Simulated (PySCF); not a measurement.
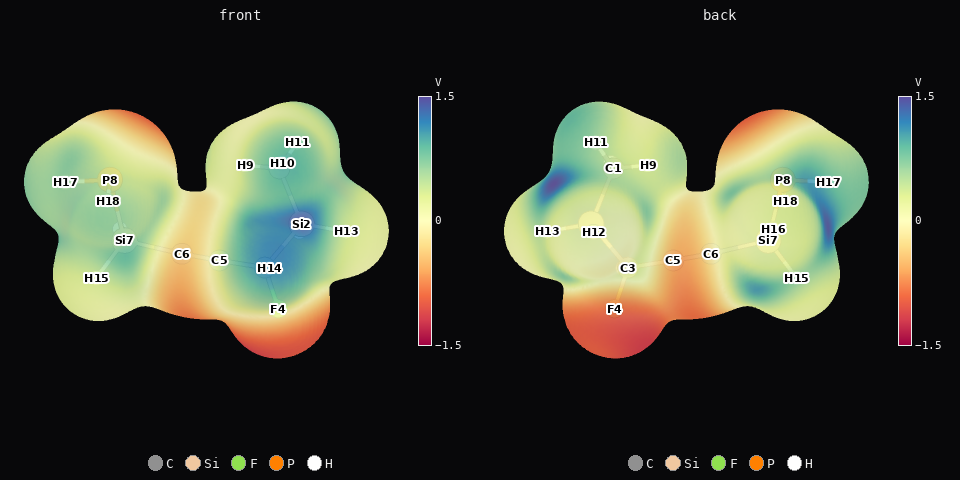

Figure. C₄H₁₀FPSi₂ (SMILES C[SiH2][C@H](F)C#C[SiH2]P). The electrostatic potential painted on the density surface at 0.002 e/bohr³, seen from the front and from behind; red is negative and blue positive.

Geometry: GFN2-xTB.

All numbers below come from PBE0/pcSseg-1, SCF density, gas phase, non-relativistic in PySCF.

```xyz
18

C    -1.9226    1.5712    0.1587
Si   -2.6428   -0.1528   -0.1480
C    -1.4697   -1.0453   -1.4126
F    -1.9143   -2.3586   -1.5660
C    -0.1046   -1.0214   -0.9590
C     1.0221   -1.0022   -0.5251
Si    2.7463   -0.8567    0.1068
P     3.2802    1.3113   -0.1620
H    -0.8945    1.5119    0.5073
H    -1.9273    2.1769   -0.7437
H    -2.4985    2.1007    0.9111
H    -2.6669   -0.9750    1.0625
H    -3.9636   -0.1057   -0.7841
H    -1.5332   -0.5970   -2.4121
H     3.6210   -1.7690   -0.6403
H     2.7942   -1.1406    1.5454
H     4.6339    1.1252    0.0546
H     3.4315    1.2335   -1.5346
```

Q: Where is the surface potential most negative and most positive?

A: The most negative region (about −1.2 V) lies over F4, the most positive (about +1.4 V) over Si2 and Si7.
